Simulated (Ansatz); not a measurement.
# Mg-Sc-Mg stack of (100) layers: electron–phonon coupling and resistivity, part 4 of 4

Aim: how strongly do electrons couple to phonons in Mg-Sc-Mg stack of (100) layers, and what resistivity does that give?

Ansatz 0.2.0; DFT PBEsol, scalar-relativistic, plane waves, PAW.

So far, coupling constant λ: step 5 (resistivity: q 2×2×1, k 8×8×1, scattering 12×12×1) 0.576; step 6 (k-mesh 9×9×1, q mesh 3×3×1) 0.394; step 7 (displacement 0.005 Å, supercell 2×2×1, method fd) 0.576; step 8 (k-mesh 12×12×1, scattering mesh 16×16×1, q mesh 4×4×1) 0.425. Also log mean phonon energy ħω_log (meV): step 5 13.0; step 6 15.9; step 7 13.0; step 8 15.6.

### Step 9. All levels side by side

Times are for 4 threads of Arm Neoverse V1, shared host. Results by setting:

```csv
no.,run,"sheet resistance 300K (Ω/square, mean in the plane)",coupling constant λ,log mean phonon energy ħω_log (meV),time,memory (GiB)
1,"q 2×2×1, k 8×8×1, scattering 12×12×1",306.1,0.5757,13.03,1.9 min,2.2
2,"q 3×3×1, k 9×9×1, scattering 12×12×1",262.4,0.3937,15.88,5.2 min,5.8
3,"q 4×4×1, k 12×12×1, scattering 16×16×1",263.2,0.4252,15.6,13 min,6.3
```

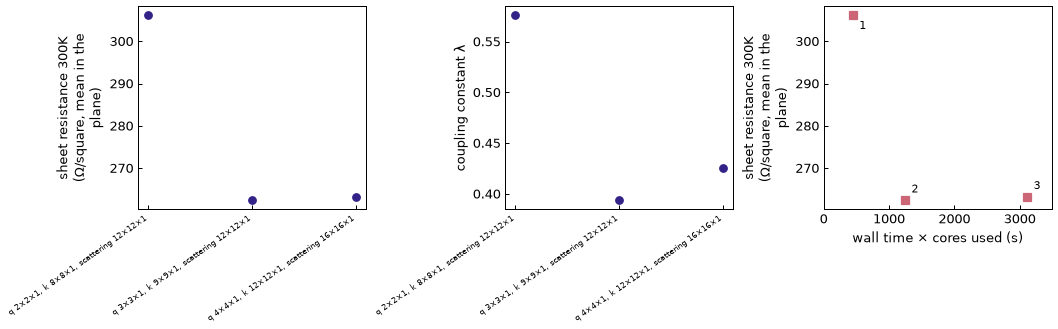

The series as plots; the last panel sets the first result against cost, with the runs numbered as in the table.

The runs together, line α²F. The Eliashberg function α²F, α²F by phonon energy; read off at these points:

```
phonon energy (meV)  q 2×2×1, k 8×8×1, scattering 12×12×1  q 3×3×1, k 9×9×1, scattering 12×12×1  q 4×4×1, k 12×12×1, scattering 16×16×1
                2.0                               0.00329                               0.00455                                 0.00408
                4.0                               0.00830                               0.00447                                 0.00745
                6.0                                0.0305                               0.00992                                  0.0127
                8.0                                0.0559                                0.0232                                  0.0195
               10.0                                 0.989                                0.0421                                  0.0377
               12.0                                0.0592                                0.0947                                   0.104
               13.7                                0.0636                                 0.262                                   0.354
               14.0                                0.0678                                 0.267                                   0.320
               16.0                                 0.132                                 0.388                                   0.323
               18.0                                0.0912                                 0.133                                   0.118
               20.0                                0.0747                                 0.144                                   0.115
               22.0                                0.0924                                0.0994                                   0.159
               23.0                                 0.226                                 0.175                                   0.201
               24.0                                0.0687                                 0.171                                   0.186
               25.6                                 0.674                                 0.352                                   0.383
               26.0                                 0.433                                 0.299                                   0.444
               28.0                                 0.115                                 0.287                                   0.248
               30.0                                0.0551                                0.0249                                  0.0182
```

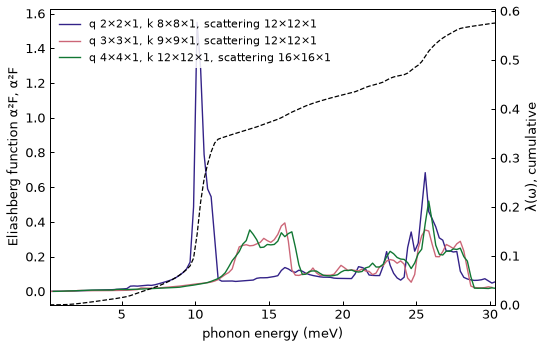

Eliashberg function α²F, α²F, plotted against phonon energy. The dashed line is the running λ.

### Step 10. The variants together

Series, by row:

```csv
run,change,level of theory,method,q mesh or supercell,k mesh,scattering mesh,smearing,N(E_F) (states/eV/spin),lambda,omega_log (meV),"rho 300 K, whole cell (μΩ cm)",core-minutes,wall (s)
b,-,"PBEsol, scalar-relativistic, PAW",dfpt,2x2x1,8x8x1,12x12x1,methfessel_paxton 0.2,1.584,0.5757,13.03,101.3,7.1,110
c,-,"PBEsol, scalar-relativistic, PAW",dfpt,3x3x1,9x9x1,12x12x1,methfessel_paxton 0.2,1.572,0.3937,15.88,86.8,20,310
w0,"finite displacements, step 0.005 Å","PBEsol, scalar-relativistic, PAW",fd,2x2x1,8x8x1,12x12x1,methfessel_paxton 0.2,1.584,0.5757,13.03,101.3,5,78
d,-,"PBEsol, scalar-relativistic, PAW",dfpt,4x4x1,12x12x1,16x16x1,methfessel_paxton 0.2,1.727,0.4252,15.6,87.07,51,780
```

### Step 11. Summary of results

- run: PBEsol, q 4×4×1, k 12×12×1, scattering 16×16×1
- coupling constant λ: 0.425
- log mean phonon energy ħω_log: 15.6 meV
- states at the Fermi level: 1.73 states/eV/spin/cell
- sheet resistance at 300 K: 263 Ω per square
- change between its two finest scattering meshes: λ 7 %, resistivity at 300 K 13 %
- time of that run: 13 min

**Reading.** On the last rung that gave a resistivity at the base settings (q 4×4×1, k 12×12×1, scattering 16×16×1), Mg-Sc-Mg stack of (100) layers has λ = 0.43 and a phonon-limited sheet resistance of 263 Ω per square at 300 K. Across the runs of step 9 the sheet resistance 300K runs from 262 Ω/square, mean in the plane (q 3×3×1, k 9×9×1, scattering 12×12×1) to 306 Ω/square, mean in the plane (q 2×2×1, k 8×8×1, scattering 12×12×1), while the wall time spans a factor of 6.9. The coupling is moderate (λ = 0.43), so phonons raise the electrons' mass at the Fermi surface by about 43 %. Values of ρ(T) under 50 K rest on the softest modes, mostly interpolated ones, and are the least sure of the table. The high-temperature form ρ = 2π k_B T λ_tr/(ħ ε₀ ω_p²) gives 107 μΩ cm along x at 300 K, against 87.1 from the Boltzmann equation. Ziman's lowest order at 300 K, 98.9, lies between: the step down to it comes mostly from the finite phonon energies, and the full solution lies lower still, since it lets the current shift to the states that scatter least. The three lowest branches give 61 % of λ. By the run's own test, which takes the component that moves most, the resistivity at 300 K moves by 13 % between its two finest scattering meshes, so it is not converged. In the run quoted no mode is imaginary at the wavevectors of the 4×4×1 mesh; wavevectors off that mesh are interpolated. On the same meshes, finite displacements, step 0.005 Å moves λ from 0.576 to 0.576 and the resistivity at 300 K from 101 to 101 μΩ cm. Only scattering by harmonic phonons counts; impurities, grain boundaries and thermal expansion are left out. The resistivity belongs to the whole cell, vacuum included; the sheet resistance is the quantity that does not depend on the vacuum. The c of the given cell is the typed one; the program laid its own vacuum and ran the layer in a cell 33.1 Å high. The structure was built by hand as an ordered model, and its stability against other phases was not tested.

[Logs are printed without paths, hosts, clocks, repeated set-up lines and the standing remarks that a program may print on its own settings, such as how far it seeks lower states.]

[Hosts, paths, dates, database ids (printed as entryN), source tags and the programs' standing remarks are cut or masked in the printed files.]
